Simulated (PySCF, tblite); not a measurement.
# C₃H₃NO: vibronic structure

What do calculations give for the vibronic structure of C₃H₃NO (`c1cocn1`)?

Programs: tblite 0.8.0 and PySCF 2.14.0, with routines of our own; each step states its level. All values are computed. Atoms count from 0.

## Step 1: The system as given

8 atoms, charge 0, multiplicity 1; geometry from: force field or distance geometry start.

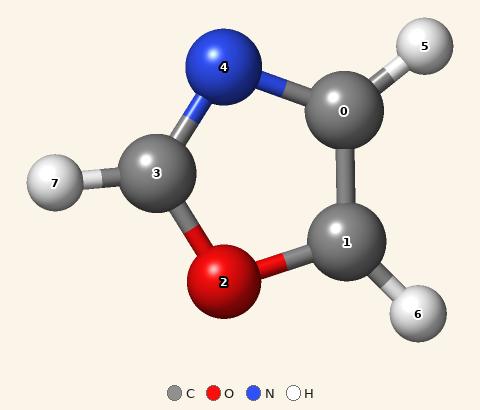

The starting geometry (carbon grey, oxygen red, nitrogen blue, hydrogen white).

## Step 2: Optimising the geometry with GFN2-xTB

The job: settings as JSON, then the geometry in Å.

```
{"job": {"kind": "relax", "xc": "GFN2-xTB", "basis": "xTB"}, "charge": 0, "multiplicity": 1}
C     -0.824500    -0.548800     0.250300
C     -0.677700     0.748800    -0.198100
O      0.668200     0.957800    -0.373300
C      1.230200    -0.218900    -0.043600
N      0.388300    -1.162600     0.354300
H     -1.756000    -1.060000     0.498300
H     -1.333200     1.573700    -0.406700
H      2.313800    -0.280600    -0.105700
```

Started as:

```bash
$ OMP_NUM_THREADS=1 python excited_run.py task.json out
```

The driver reads the jobs from task.json and runs them one after another.

What it wrote:

```text
step      E/eV     max force
  0    -406.04408    2.280
  1    -406.11957    0.731
  2    -406.13047    0.334
  3    -406.13378    0.188
  4    -406.13552    0.120
  5    -406.13622    0.109
  6    -406.13687    0.072
  7    -406.13725    0.066
  8    -406.13750    0.059
  9    -406.13762    0.027
 10    -406.13764    0.006
```

It took 0.02 s on 1 thread of Intel Xeon 6975P-C, shared host.

Step by step:

```
step  energy from step 0 (eV)  largest force (eV/Å)
   0                   0.0000                2.2798
   1                  -0.0755                0.7306
   2                  -0.0864                0.3342
   3                  -0.0897                0.1875
   4                  -0.0914                0.1195
   5                  -0.0921                0.1085
   6                  -0.0928                0.0718
   7                  -0.0932                0.0664
   8                  -0.0934                0.0595
   9                  -0.0935                0.0272
  10                  -0.0936                0.0063
```

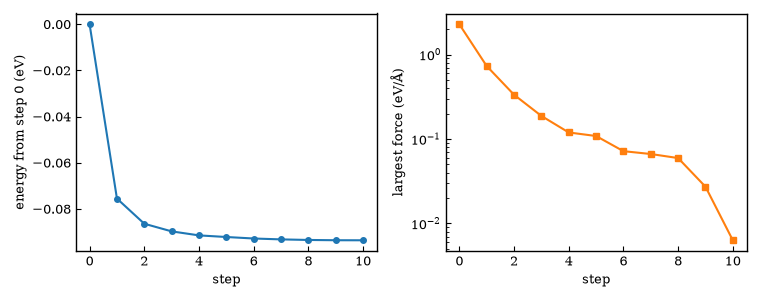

Energy and force, step by step.

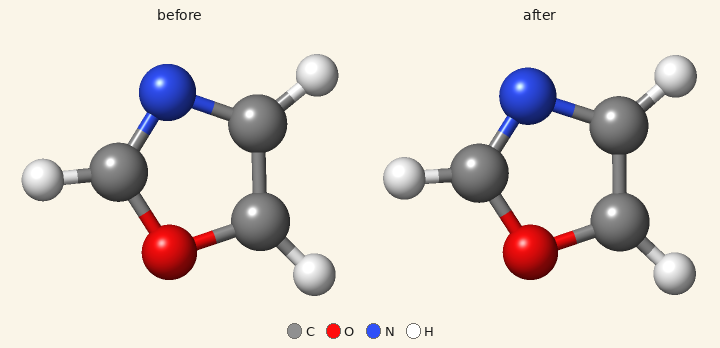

Before and after, at one scale.

Close pairs (by a distance rule), those that changed most:

```
 bond  before (Å)  after (Å)  change (Å)
C3–N4       1.326      1.290      -0.035
C1–O2       1.373      1.350      -0.024
C0–C1       1.381      1.359      -0.022
C0–H5       1.091      1.070      -0.021
C3–H7       1.087      1.071      -0.016
O2–C3       1.345      1.336      -0.009
C1–H6       1.074      1.070      -0.004
C0–N4       1.363      1.365      +0.002
```

The final coordinates are the input of the step that follows.

## Step 3: Infrared spectrum with GFN2-xTB

The job: settings as JSON, then the geometry in Å.

```
{"job": {"kind": "ir", "xc": "GFN2-xTB", "basis": "xTB"}, "charge": 0, "multiplicity": 1}
C     -0.833184    -0.531225     0.244654
C     -0.664878     0.744507    -0.192555
O      0.656884     0.948872    -0.373497
C      1.227844    -0.211919    -0.037848
N      0.393781    -1.122980     0.335817
H     -1.728333    -1.059866     0.496545
H     -1.335945     1.551246    -0.401489
H      2.292887    -0.309223    -0.096191
```

What it wrote:

```text
mode    cm-1     km/mol
  1     613.5      1.14
  2     656.3     20.50
  3     766.0      3.96
  4     812.1      4.70
  5     845.0      3.25
  6     888.1     16.55
  7     909.9      9.18
  8    1038.8     45.88
  9    1070.2      1.86
 10    1131.8      5.89
 11    1153.2      8.41
 12    1172.4     29.57
 13    1316.3     22.71
 14    1452.7     61.52
 15    1539.8     41.48
 16    3187.0      1.10
 17    3188.7      2.63
 18    3202.0      9.28
```

It took 0.07 s on 1 thread of Intel Xeon 6975P-C, shared host.

The strongest bands and the atoms that carry them (share of the mass-weighted mode):

```
cm⁻¹  km/mol                               atoms
 656    20.5  N4 35 %, C3 28 %, H7 12 %, O2 11 %
 888    16.6           O2 38 %, C1 26 %, C0 13 %
1039    45.9  H6 34 %, H7 24 %, C3 16 %, C1 11 %
1172    29.6  H7 25 %, C3 25 %, O2 19 %, C0 17 %
1316    22.7           C0 34 %, N4 30 %, C1 10 %
1453    61.5           C1 35 %, C0 24 %, C3 21 %
1540    41.5  C3 31 %, N4 30 %, C0 19 %, C1 14 %
3202     9.3                    H5 63 %, H6 28 %
```

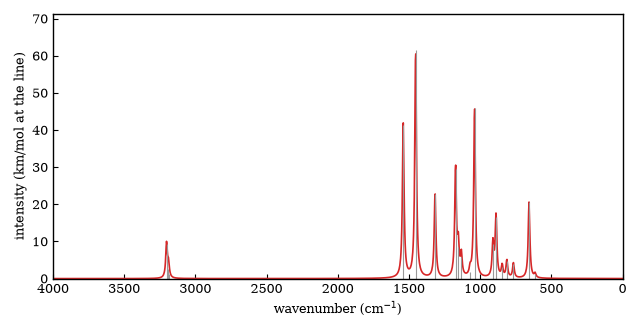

The infrared spectrum from these modes, unscaled. Lines are broadened to a width of 14 cm⁻¹ (Lorentzian).

## Step 4: Vibronic structure: TDDFT CAM-B3LYP/def2-SVP

The job, as its differences from that of step 3:

```diff
@@ -1,2 +1,2 @@
-{"job": {"kind": "ir", "xc": "GFN2-xTB", "basis": "xTB"}, "charge": 0, "multiplicity": 1}
+{"job": {"kind": "vib", "xc": "CAM-B3LYP", "basis": "def2-SVP", "tda": false}, "charge": 0, "multiplicity": 1}
 C     -0.833184    -0.531225     0.244654
```

Level: TDDFT CAM-B3LYP/def2-SVP vertical-gradient vibronic structure (displaced harmonic oscillators, Condon), gas phase.

What it wrote:

```text
final grid: 33256 points
cycle   1  E = -245.7210669612  dE =  1.182e+00  |g| = 4.994e-01  |ddm| = 3.190e+00
cycle   2  E = -245.7128608947  dE =  8.206e-03  |g| = 5.784e-01  |ddm| = 7.671e-01
cycle   3  E = -245.7762310272  dE = -6.337e-02  |g| = 3.427e-02  |ddm| = 4.033e-01
cycle   4  E = -245.7765050371  dE = -2.740e-04  |g| = 1.495e-02  |ddm| = 4.420e-02
cycle   5  E = -245.7765344277  dE = -2.939e-05  |g| = 1.074e-02  |ddm| = 2.025e-02
cycle   6  E = -245.7765576989  dE = -2.327e-05  |g| = 1.579e-03  |ddm| = 8.432e-03
cycle   7  E = -245.7765584206  dE = -7.217e-07  |g| = 7.939e-04  |ddm| = 2.289e-03
cycle   8  E = -245.7765585951  dE = -1.745e-07  |g| = 1.916e-04  |ddm| = 9.492e-04
cycle   9  E = -245.7765586092  dE = -1.412e-08  |g| = 6.983e-05  |ddm| = 3.121e-04
cycle  10  E = -245.7765586107  dE = -1.488e-09  |g| = 1.675e-05  |ddm| = 9.620e-05
cycle  11  E = -245.7765586108  dE = -9.175e-11  |g| = 8.148e-06  |ddm| = 3.001e-05
converged SCF energy = -245.7765586108

Singlet excitations (eV, f): 6.559 (0.0033)  6.719 (0.1589)  7.762 (0.0196)  8.035 (0.0074)  8.733 (0.0014)  9.147 (0.3428)

State S1  6.5588 eV  f = 0.00326  H-1->L 0.96
  relaxed dipole 1.371 D, largest gradient of the excitation energy 0.1387 Eh/bohr
  mode    cm-1        S   lambda/meV  Raman
    7    909.9    2.8103     317.0   1.000
   13   1316.3    1.1024     179.9   0.821
    8   1038.8    0.7778     100.2   0.361
   14   1452.7    0.4084      73.6   0.370
    9   1070.2    0.3147      41.8   0.155
   15   1539.8    0.1212      23.1   0.124
    6    888.1    0.1853      20.4   0.063
   12   1172.4    0.1386      20.1   0.082
   17   3188.7    0.0197       7.8   0.086
   11   1153.2    0.0290       4.1   0.017
  reorganisation energy 0.7898 eV, total S 5.912, 0-0 5.7690 eV
  absorption maximum 6.515 eV, width 0.810 eV

State S2  6.7193 eV  f = 0.15893  H->L 0.96
  relaxed dipole 2.471 D, largest gradient of the excitation energy 0.1022 Eh/bohr
  mode    cm-1        S   lambda/meV  Raman
   13   1316.3    1.5192     247.9   1.000
   14   1452.7    1.1927     214.8   0.956
    6    888.1    0.5766      63.5   0.173
    7    909.9    0.4277      48.3   0.135
   11   1153.2    0.2935      42.0   0.148
   12   1172.4    0.2871      41.7   0.150
   10   1131.8    0.2047      28.7   0.100
    9   1070.2    0.1694      22.5   0.074
    8   1038.8    0.1676      21.6   0.069
  reorganisation energy 0.7329 eV, total S 4.844, 0-0 5.9864 eV
  absorption maximum 6.606 eV, width 0.756 eV

State S6  9.1466 eV  f = 0.34282  H-2->L 0.57, H->L+1 0.33
  relaxed dipole 1.059 D, largest gradient of the excitation energy 0.0818 Eh/bohr
  mode    cm-1        S   lambda/meV  Raman
   14   1452.7    1.0154     182.9   1.000
   12   1172.4    0.7730     112.4   0.496
   11   1153.2    0.2527      36.1   0.157
    8   1038.8    0.1201      15.5   0.060
   10   1131.8    0.0633       8.9   0.038
    6    888.1    0.0513       5.6   0.019
   13   1316.3    0.0341       5.6   0.028
   18   3202.0    0.0105       4.2   0.050
  reorganisation energy 0.3744 eV, total S 2.335, 0-0 8.7722 eV
  absorption maximum 9.094 eV, width 0.522 eV

State T1  4.3214 eV  f = 0.00000  H->L 0.94
  relaxed dipole 1.551 D, largest gradient of the excitation energy 0.1352 Eh/bohr
  mode    cm-1        S   lambda/meV  Raman
   14   1452.7    1.8034     324.8   1.000
   13   1316.3    1.8089     295.2   0.824
    9   1070.2    0.4105      54.5   0.124
    6    888.1    0.3616      39.8   0.075
    8   1038.8    0.2197      28.3   0.062
   12   1172.4    0.1342      19.5   0.048
   11   1153.2    0.1325      18.9   0.046
   10   1131.8    0.0932      13.1   0.031
    7    909.9    0.1141      12.9   0.025
   15   1539.8    0.0636      12.1   0.040
   18   3202.0    0.0076       3.0   0.020
  reorganisation energy 0.8238 eV, total S 5.153, 0-0 3.4976 eV
  absorption maximum 4.147 eV, width 0.860 eV
```

It took 6.7 s on 1 thread of Intel Xeon 6975P-C, shared host; peak memory 0.46 GiB.

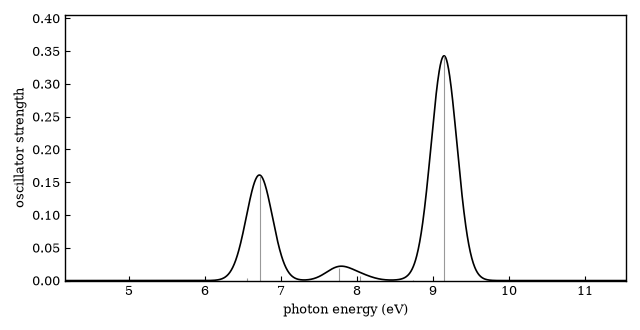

Absorption lines of the singlets. Lines are broadened to a width of 0.40 eV (Gaussian).

## Step 5: Vibronic structure: TDA PBE/def2-SVP

The job, as its differences from that of step 4:

```diff
@@ -1,2 +1,2 @@
-{"job": {"kind": "vib", "xc": "CAM-B3LYP", "basis": "def2-SVP", "tda": false}, "charge": 0, "multiplicity": 1}
+{"job": {"kind": "vib", "xc": "PBE", "basis": "def2-SVP", "tda": true}, "charge": 0, "multiplicity": 1}
 C     -0.833184    -0.531225     0.244654
```

With the program's defaults for keys left out, this is: TDA PBE/def2-SVP vertical-gradient vibronic structure (displaced harmonic oscillators, Condon), gas phase.

What it wrote:

```text
final grid: 33256 points
cycle   1  E = -245.5562224930  dE =  8.858e-01  |g| = 4.833e-01  |ddm| = 3.292e+00
cycle   2  E = -245.4500695805  dE =  1.062e-01  |g| = 8.588e-01  |ddm| = 1.168e+00
cycle   3  E = -245.6052930429  dE = -1.552e-01  |g| = 1.121e-01  |ddm| = 7.445e-01
cycle   4  E = -245.6076446642  dE = -2.352e-03  |g| = 5.681e-02  |ddm| = 1.315e-01
cycle   5  E = -245.6082490369  dE = -6.044e-04  |g| = 2.241e-02  |ddm| = 5.629e-02
cycle   6  E = -245.6083465656  dE = -9.753e-05  |g| = 6.407e-03  |ddm| = 2.155e-02
cycle   7  E = -245.6083536025  dE = -7.037e-06  |g| = 3.471e-03  |ddm| = 8.474e-03
cycle   8  E = -245.6083568681  dE = -3.266e-06  |g| = 2.654e-04  |ddm| = 3.449e-03
cycle   9  E = -245.6083568774  dE = -9.297e-09  |g| = 1.801e-04  |ddm| = 4.138e-04
cycle  10  E = -245.6083568856  dE = -8.210e-09  |g| = 1.418e-05  |ddm| = 1.778e-04
cycle  11  E = -245.6083568857  dE = -4.968e-11  |g| = 4.600e-06  |ddm| = 1.835e-05
converged SCF energy = -245.6083568857

Singlet excitations (eV, f): 5.671 (0.0010)  6.798 (0.1366)  7.467 (0.0924)  7.494 (0.0140)  8.132 (0.0002)  8.423 (0.0175)

State S1  5.6708 eV  f = 0.00105  H-1->L 0.98
  relaxed dipole 1.372 D, largest gradient of the excitation energy 0.1050 Eh/bohr
  mode    cm-1        S   lambda/meV  Raman
    7    909.9    3.1728     357.9   1.000
   13   1316.3    0.9059     147.8   0.597
   14   1452.7    0.6143     110.6   0.494
    8   1038.8    0.5693      73.3   0.234
    6    888.1    0.1086      12.0   0.033
    9   1070.2    0.0526       7.0   0.023
   10   1131.8    0.0451       6.3   0.022
   18   3202.0    0.0128       5.1   0.050
   17   3188.7    0.0109       4.3   0.042
   12   1172.4    0.0093       1.4   0.005
   11   1153.2    0.0083       1.2   0.004
  reorganisation energy 0.7270 eV, total S 5.510, 0-0 4.9437 eV
  absorption maximum 5.572 eV, width 0.718 eV

State S2  6.7978 eV  f = 0.13664  H->L 0.65, H->L+1 0.20, H-2->L 0.09
  relaxed dipole 2.977 D, largest gradient of the excitation energy 0.0803 Eh/bohr
  mode    cm-1        S   lambda/meV  Raman
   14   1452.7    0.7164     129.0   1.000
    7    909.9    0.8105      91.4   0.444
   12   1172.4    0.6168      89.7   0.561
   13   1316.3    0.2260      36.9   0.259
   10   1131.8    0.2476      34.7   0.210
    6    888.1    0.1736      19.1   0.091
    8   1038.8    0.0508       6.5   0.036
   15   1539.8    0.0270       5.2   0.042
   11   1153.2    0.0284       4.1   0.025
    9   1070.2    0.0178       2.4   0.013
  reorganisation energy 0.4201 eV, total S 2.918, 0-0 6.3777 eV
  absorption maximum 6.668 eV, width 0.628 eV

State S3  7.4671 eV  f = 0.09243  H->L+1 0.35, H-2->L 0.33, H->L 0.27
  relaxed dipole 1.250 D, largest gradient of the excitation energy 0.0782 Eh/bohr
  mode    cm-1        S   lambda/meV  Raman
   14   1452.7    1.1838     213.2   1.000
   11   1153.2    0.3396      48.5   0.181
   13   1316.3    0.2131      34.8   0.148
    6    888.1    0.2511      27.6   0.079
   12   1172.4    0.1855      27.0   0.102
    7    909.9    0.1568      17.7   0.052
    9   1070.2    0.1217      16.1   0.056
   18   3202.0    0.0127       5.0   0.052
   15   1539.8    0.0247       4.7   0.023
   10   1131.8    0.0080       1.1   0.004
  reorganisation energy 0.3964 eV, total S 2.499, 0-0 7.0707 eV
  absorption maximum 7.247 eV, width 0.536 eV

State T1  4.3982 eV  f = 0.00000  H->L 0.98
  relaxed dipole 1.671 D, largest gradient of the excitation energy 0.1170 Eh/bohr
  mode    cm-1        S   lambda/meV  Raman
   13   1316.3    1.6118     263.0   0.982
   14   1452.7    1.3475     242.7   1.000
    9   1070.2    0.3264      43.3   0.131
    6    888.1    0.3838      42.3   0.106
    8   1038.8    0.2186      28.1   0.083
   12   1172.4    0.1444      21.0   0.070
   11   1153.2    0.1244      17.8   0.058
    7    909.9    0.1458      16.4   0.042
   10   1131.8    0.0896      12.6   0.040
   15   1539.8    0.0213       4.1   0.018
  reorganisation energy 0.6946 eV, total S 4.422, 0-0 3.7036 eV
  absorption maximum 4.342 eV, width 0.716 eV
```

It took 4.7 s on 1 thread of Intel Xeon 6975P-C, shared host; peak memory 0.44 GiB.

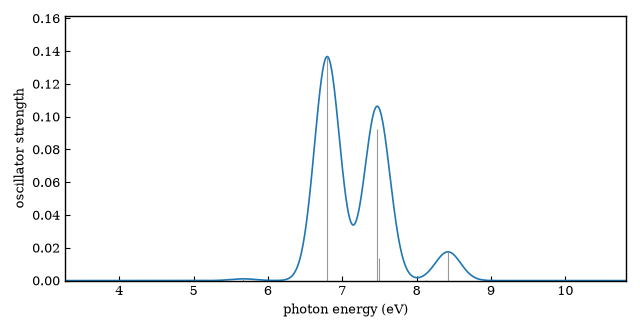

Absorption lines of the singlets. Lines are broadened to a width of 0.40 eV (Gaussian).

## Step 6: Vibronic structure: TDDFT HSE06/6-31+G*

The job, as its differences from that of step 5:

```diff
@@ -1,2 +1,2 @@
-{"job": {"kind": "vib", "xc": "PBE", "basis": "def2-SVP", "tda": true}, "charge": 0, "multiplicity": 1}
+{"job": {"kind": "vib", "xc": "HSE06", "basis": "6-31+G*", "tda": false, "nbright": 3}, "charge": 0, "multiplicity": 1}
 C     -0.833184    -0.531225     0.244654
```

Level: TDDFT HSE06/6-31+G* vertical-gradient vibronic structure (displaced harmonic oscillators, Condon), gas phase.

What it wrote:

```text
final grid: 33256 points
cycle   1  E = -245.7832594038  dE =  1.068e+00  |g| = 4.089e-01  |ddm| = 3.057e+00
cycle   2  E = -245.7413142300  dE =  4.195e-02  |g| = 6.124e-01  |ddm| = 1.050e+00
cycle   3  E = -245.8200499129  dE = -7.874e-02  |g| = 6.663e-02  |ddm| = 5.745e-01
cycle   4  E = -245.8205867678  dE = -5.369e-04  |g| = 4.712e-02  |ddm| = 9.972e-02
cycle   5  E = -245.8210366632  dE = -4.499e-04  |g| = 9.629e-03  |ddm| = 4.778e-02
cycle   6  E = -245.8210543153  dE = -1.765e-05  |g| = 3.942e-03  |ddm| = 1.260e-02
cycle   7  E = -245.8210579540  dE = -3.639e-06  |g| = 1.035e-03  |ddm| = 4.403e-03
cycle   8  E = -245.8210581784  dE = -2.244e-07  |g| = 1.617e-04  |ddm| = 1.119e-03
cycle   9  E = -245.8210581838  dE = -5.446e-09  |g| = 6.021e-05  |ddm| = 2.258e-04
cycle  10  E = -245.8210581846  dE = -7.859e-10  |g| = 2.416e-05  |ddm| = 8.314e-05
converged SCF energy = -245.8210581846

Singlet excitations (eV, f): 6.375 (0.1583)  6.453 (0.0026)  6.672 (0.0104)  7.213 (0.0158)  7.399 (0.0407)  7.496 (0.0000)

State S1  6.3754 eV  f = 0.15830  H->L 0.93
  relaxed dipole 2.751 D, largest gradient of the excitation energy 0.0894 Eh/bohr
  mode    cm-1        S   lambda/meV  Raman
   14   1452.7    1.0310     185.7   1.000
   13   1316.3    1.0507     171.5   0.837
   11   1153.2    0.3304      47.2   0.202
    7    909.9    0.3771      42.5   0.143
    6    888.1    0.3289      36.2   0.119
   12   1172.4    0.1751      25.5   0.111
   10   1131.8    0.1703      23.9   0.100
    9   1070.2    0.1016      13.5   0.054
    8   1038.8    0.0816      10.5   0.040
  reorganisation energy 0.5577 eV, total S 3.650, 0-0 5.8177 eV
  absorption maximum 6.282 eV, width 0.672 eV

State S3  6.6723 eV  f = 0.01036  H->L+1 0.99
  relaxed dipole 2.922 D, largest gradient of the excitation energy 0.0680 Eh/bohr
  mode    cm-1        S   lambda/meV  Raman
   14   1452.7    0.5425      97.7   1.000
   11   1153.2    0.3481      49.8   0.404
   13   1316.3    0.2115      34.5   0.320
    7    909.9    0.1614      18.2   0.117
    6    888.1    0.1012      11.1   0.070
   15   1539.8    0.0567      10.8   0.117
    9   1070.2    0.0610       8.1   0.061
    8   1038.8    0.0537       6.9   0.051
   12   1172.4    0.0256       3.7   0.031
   10   1131.8    0.0230       3.2   0.026
  reorganisation energy 0.2449 eV, total S 1.587, 0-0 6.4274 eV
  absorption maximum 6.427 eV, width 0.344 eV

State S4  7.2130 eV  f = 0.01583  H->L+2 0.96
  relaxed dipole 1.936 D, largest gradient of the excitation energy 0.0765 Eh/bohr
  mode    cm-1        S   lambda/meV  Raman
   14   1452.7    0.7447     134.1   1.000
   11   1153.2    0.3425      49.0   0.290
   13   1316.3    0.2683      43.8   0.296
   15   1539.8    0.0803      15.3   0.121
    7    909.9    0.1269      14.3   0.067
    6    888.1    0.0960      10.6   0.048
   12   1172.4    0.0156       2.3   0.014
    9   1070.2    0.0080       1.1   0.006
  reorganisation energy 0.2715 eV, total S 1.687, 0-0 6.9415 eV
  absorption maximum 7.118 eV, width 0.380 eV

State S5  7.3987 eV  f = 0.04074  H->L+3 0.70, H-2->L 0.25
  relaxed dipole 1.805 D, largest gradient of the excitation energy 0.0815 Eh/bohr
  mode    cm-1        S   lambda/meV  Raman
   14   1452.7    1.4807     266.7   1.000
   12   1172.4    0.1747      25.4   0.077
   13   1316.3    0.0593       9.7   0.033
    9   1070.2    0.0652       8.7   0.024
    6    888.1    0.0563       6.2   0.014
   11   1153.2    0.0335       4.8   0.014
    8   1038.8    0.0286       3.7   0.010
   18   3202.0    0.0092       3.6   0.030
   10   1131.8    0.0087       1.2   0.004
  reorganisation energy 0.3310 eV, total S 1.921, 0-0 7.0677 eV
  absorption maximum 7.248 eV, width 0.384 eV

State T1  4.2390 eV  f = 0.00000  H->L 0.93
  relaxed dipole 1.766 D, largest gradient of the excitation energy 0.1263 Eh/bohr
  mode    cm-1        S   lambda/meV  Raman
   14   1452.7    1.5986     287.9   1.000
   13   1316.3    1.7251     281.5   0.886
    9   1070.2    0.3497      46.4   0.119
    6    888.1    0.3586      39.5   0.084
    8   1038.8    0.2230      28.7   0.071
   11   1153.2    0.1523      21.8   0.060
   12   1172.4    0.1356      19.7   0.055
    7    909.9    0.1215      13.7   0.030
   10   1131.8    0.0944      13.2   0.036
   15   1539.8    0.0370       7.1   0.026
   18   3202.0    0.0061       2.4   0.019
  reorganisation energy 0.7637 eV, total S 4.806, 0-0 3.4754 eV
  absorption maximum 4.121 eV, width 0.728 eV
```

Wall time 10 s (1 thread of Intel Xeon 6975P-C, shared host); peak memory 0.45 GiB.

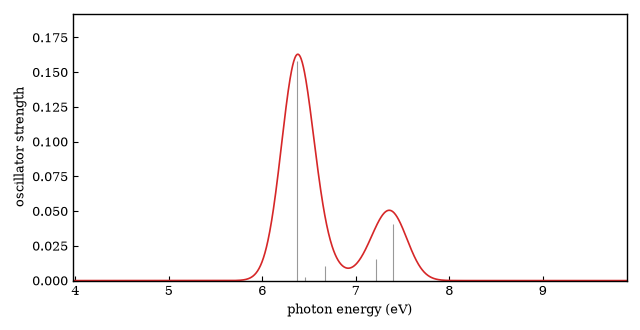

Absorption lines of the singlets. Lines are broadened to a width of 0.40 eV (Gaussian).

## Step 7: Results

| quantity | value |
| --- | --- |
| strongest single infrared mode (GFN2-xTB) | 1453 cm⁻¹, 62 km/mol |
| zero-point energy (GFN2-xTB) | 35.7 kcal/mol |
| S1: vertical, reorganisation, 0-0, total S (step 4, TDDFT CAM-B3LYP/def2-SVP, modes from GFN2-xTB) | 6.56, 0.79, 5.77 eV; 5.9 |
| S2: vertical, reorganisation, 0-0, total S (step 4, TDDFT CAM-B3LYP/def2-SVP, modes from GFN2-xTB) | 6.72, 0.73, 5.99 eV; 4.8 |
| S6: vertical, reorganisation, 0-0, total S (step 4, TDDFT CAM-B3LYP/def2-SVP, modes from GFN2-xTB) | 9.15, 0.37, 8.77 eV; 2.3 |
| S1: vertical, reorganisation, 0-0, total S (step 5, TDA PBE/def2-SVP, modes from GFN2-xTB) | 5.67, 0.73, 4.94 eV; 5.5 |
| S2: vertical, reorganisation, 0-0, total S (step 5, TDA PBE/def2-SVP, modes from GFN2-xTB) | 6.80, 0.42, 6.38 eV; 2.9 |
| S3: vertical, reorganisation, 0-0, total S (step 5, TDA PBE/def2-SVP, modes from GFN2-xTB) | 7.47, 0.40, 7.07 eV; 2.5 |
| S1: vertical, reorganisation, 0-0, total S (step 6, TDDFT HSE06/6-31+G*, modes from GFN2-xTB) | 6.38, 0.56, 5.82 eV; 3.6 |
| S3: vertical, reorganisation, 0-0, total S (step 6, TDDFT HSE06/6-31+G*, modes from GFN2-xTB) | 6.67, 0.24, 6.43 eV; 1.6 |
| S4: vertical, reorganisation, 0-0, total S (step 6, TDDFT HSE06/6-31+G*, modes from GFN2-xTB) | 7.21, 0.27, 6.94 eV; 1.7 |

In words: No mode is imaginary among the 18: a minimum at this level. The strongest single mode, at 1453 cm⁻¹, has its largest shares on C1, C0 and C3 (the list is cut at 3 atoms). GFN2-xTB is a fitted tight-binding method: band positions and strengths are rough. Its intensities can rank the bands wrongly. The vibronic model keeps the ground-state modes (from xTB) and shifts them along the gradient alone, so it can miss much of the relaxation that a full optimisation finds. Some states lie very close; unless symmetry makes them partners, their order is unsure.
